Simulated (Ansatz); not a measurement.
Take BP in the zinc blende structure (space group F-43m, No. 216; a = 4.5366 Å) as the base. Axes: x, y, z lie along the cube axes.

One thing is altered: biaxial strain −1.67 %, plane normal [111], relaxed out of plane (Cartesian); in-plane vectors clamped, the third vector and the atoms free.

Computed with r2SCAN (Ansatz, a quantum-chemistry and plane-wave program, PAW, scalar-relativistic without spin-orbit coupling).

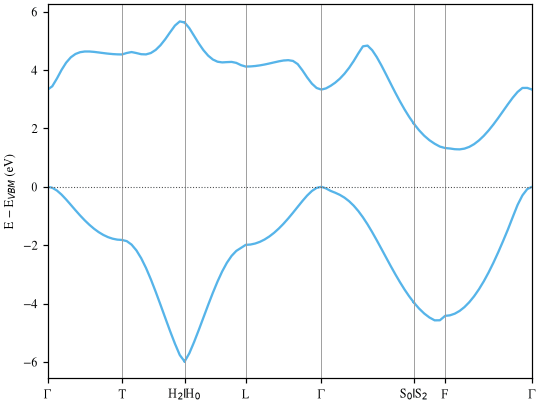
*Highest valence and lowest conduction band along the path of the changed cell's own zone*

Problem. From the figure, how large is the changed gap, and is it direct?

Solution. About 1.3 eV, indirect, Γ → F–Γ (17 % along).

No phonon test of stability was made. Labels are those of the standard path for the cell's own space group.
